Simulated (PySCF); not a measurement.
# C₇H₇, charge −1, SMILES `[CH2-]c1ccccc1`: electronic structure

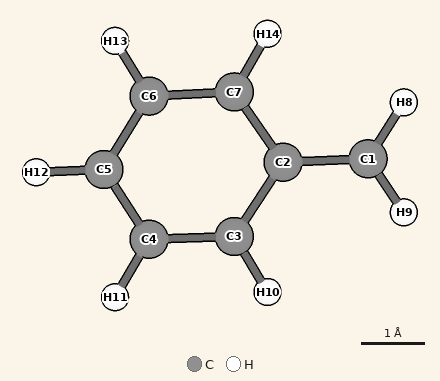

The molecule, with its atoms numbered as below. No frequency check shows the geometry to be a minimum.

Geometry (Å), atoms numbered from 1:

```
C1      -2.3855    0.0001    0.0000
C2      -1.0228   -0.0001    0.0000
C3      -0.2427    1.2072    0.0000
C4       1.1238    1.1952    0.0000
C5       1.8457    0.0000    0.0000
C6       1.1237   -1.1953    0.0000
C7      -0.2428   -1.2072    0.0000
H8      -2.9570   -0.9181    0.0000
H9      -2.9570    0.9183    0.0000
H10     -0.7744    2.1561    0.0000
H11      1.6677    2.1406    0.0000
H12      2.9312   -0.0001    0.0000
H13      1.6676   -2.1408    0.0000
H14     -0.7746   -2.1561    0.0000
```

### 1. Bonding charge

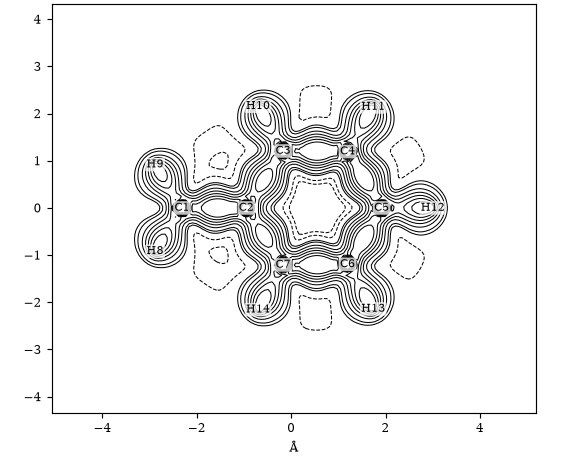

Deformation density (molecule less spherical, spin-averaged free atoms) in the molecular plane; contours at ±0.05 to ±0.8 e/Å³; solid lines: gain, dashed lines: loss.

Method: HF/6-31+G*; geometry: GFN2-xTB; program: PySCF. This is a single-reference result, which may miss multireference character in this system.

Q: How much density has each bond in this plane gained at its critical point, relative to the free atoms?

A: C3–C4 and C6–C7: +0.78 e/Å³ at the bond critical point (bond length 1.37 Å). C1–C2: +0.76 e/Å³ at the bond critical point (bond length 1.36 Å). C4–C5 and C5–C6: +0.73 e/Å³ at the bond critical point (bond length 1.40 Å). C2–C7 and C2–C3: +0.69 e/Å³ at the bond critical point (bond length 1.44 Å). C4–H11 and C6–H13: +0.66 e/Å³ at the bond critical point (bond length 1.09 Å). C7–H14 and C3–H10: +0.64 e/Å³ at the bond critical point (bond length 1.09 Å). C5–H12: +0.62 e/Å³ at the bond critical point (bond length 1.08 Å). C1–H8 and C1–H9: +0.60 e/Å³ at the bond critical point (bond length 1.08 Å). In all, 3.8 electrons gather in the regions of gain relative to the promolecule of neutral atoms (this includes the anion's extra charge).

### 2. Bond critical points

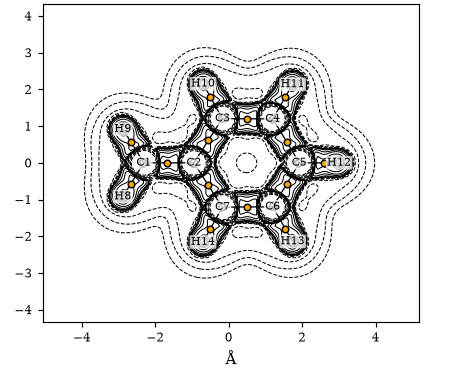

Negative Laplacian of the density (−∇²ρ) in the molecular plane (solid lines positive, dashed lines negative, contours at ±0.02 to ±8 a.u.), with bond paths and bond critical points (dots).

Q: Sort the bonds in the plane by the sign of ∇²ρ at their critical points.

A: Concentrated (∇²ρ < 0): C3–C4 and C6–C7 (−1.05 a.u.); C1–C2 (−1.06 a.u.); C4–C5 and C5–C6 (−0.97 a.u.); C2–C7 and C2–C3 (−0.88 a.u.); C4–H11 and C6–H13 (−0.97 a.u.); C7–H14 and C3–H10 (−0.95 a.u.); C5–H12 (−0.93 a.u.); C1–H8 and C1–H9 (−0.91 a.u.). At none is it depleted.

Q: Where along C4–H11 does the critical point lie?

A: 0.68 Å from C4 and 0.41 Å from H11.

### 3. Electrostatic potential

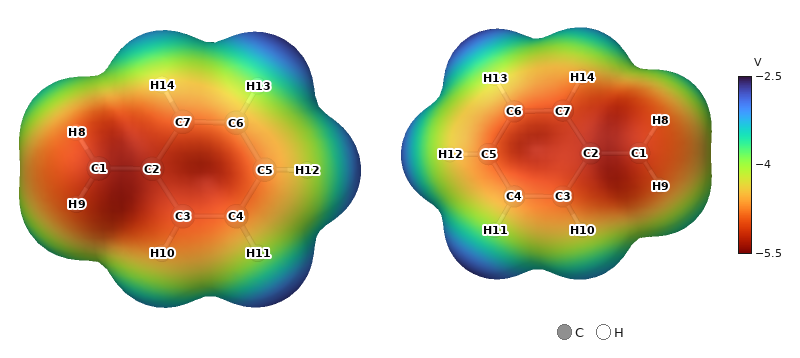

Electrostatic potential on the surface of electron density 0.001 a.u. (back view left, front view right).

Q: Where are the extremes of the potential on the surface?

A: Highest: −2.74 V, 1.4 Å from H13, and at like points elsewhere. Further maxima include −3.21 V, 1.4 Å from H14, and at like points elsewhere. Lowest: −5.42 V, off the C1–C2 bond (2.3 Å from its atoms), and at like points elsewhere. The surface is sampled at points, so like sites can differ by a few per cent and only the strongest of them is named.

Q: What volume does the surface enclose?

A: About 151 Å³.

### 4. In an electric field

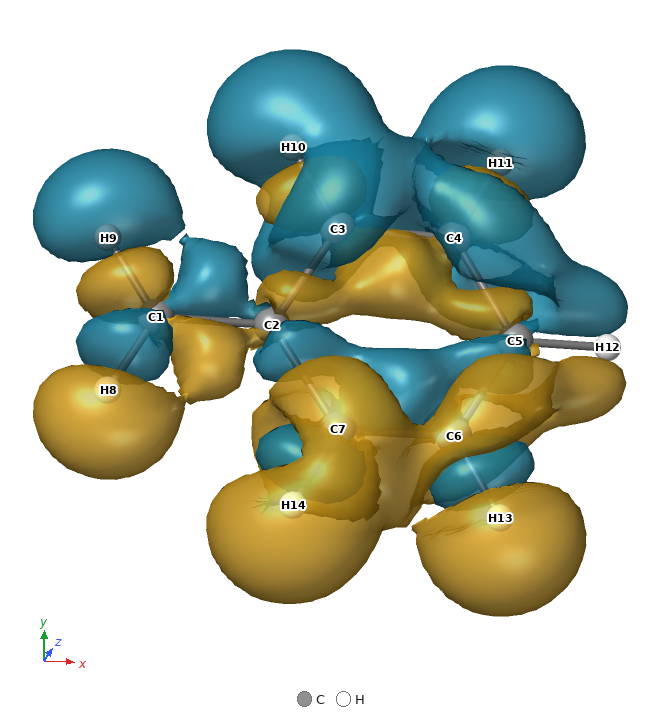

Change of the electron density in a uniform field of 0.15 V/Å, surfaces at ±0.0008 e/Å³ (yellow: gain, teal: loss).

Computed with PySCF, r2SCAN/6-31+G*, geometry: GFN2-xTB. For an anion such functionals hold the outermost electrons too loosely, so the response is rough. The basis has diffuse s and p functions alone, which still leaves polarisabilities too small, most of all across bonds.

Q: Along which Cartesian direction does the field point?

A: Along +y: electrons gather on the −y side, against the field.

Q: How large is the response?

A: The induced dipole is 0.72 D (along the field); α along this axis, from the fields in both directions, is 95 bohr³ (14.1 Å³).

Q: Which atoms gain and lose the most charge?

A: Electrons gather most on H14 (Hirshfeld charge changes by −0.007 e) and leave H10 most (+0.007 e); 0.057 electrons are displaced in all.

### 5. The π system

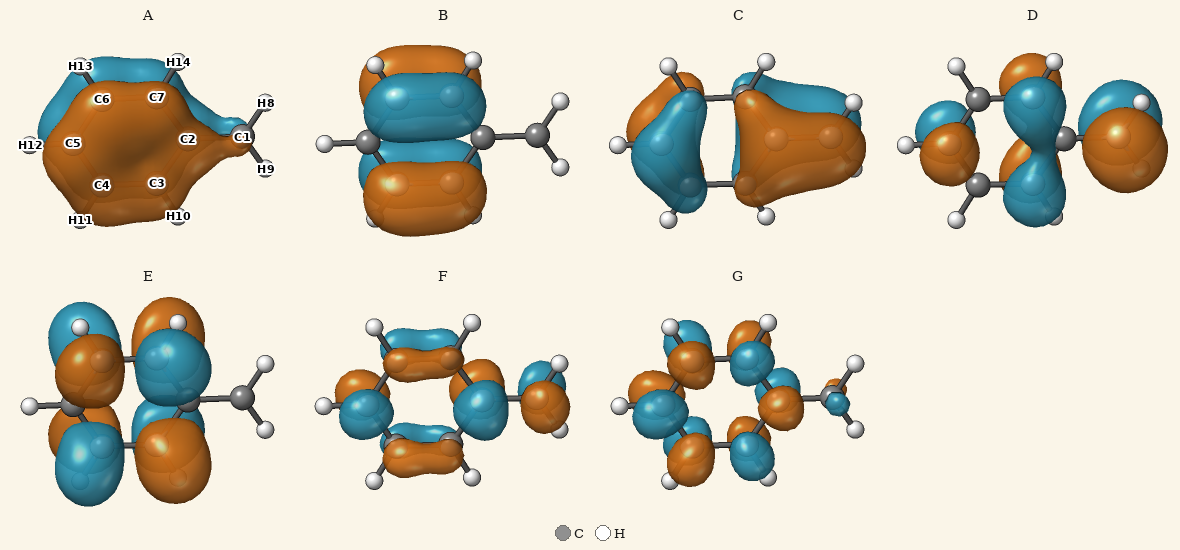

Natural orbitals of the π active space, CASSCF(8,7), triplet state at the geometry of the singlet, in order of falling occupation.

PySCF calculation, 6-31+G* basis, gas phase; geometry: GFN2-xTB.

Q: What are the natural occupation numbers?

A: A 1.97, B 1.97, C 1.93, D 1.01, E 1.00, F 0.08, G 0.04.

Q: Where does the lowest triplet lie relative to the singlet, at this geometry and within this active space?

A: 2.43 eV above it by strongly contracted NEVPT2 (+2.50 eV by CASSCF); a small basis tends to put such gaps a few tenths of an eV too high. This is a vertical energy for π states alone; a state that uses lone pairs or σ orbitals may lie lower.

The PySCF runs shown took 2.4 s, 86 s and 64 s on 1 thread of AMD EPYC 7R43 64-Core Processor (Zen 3) (shared host).
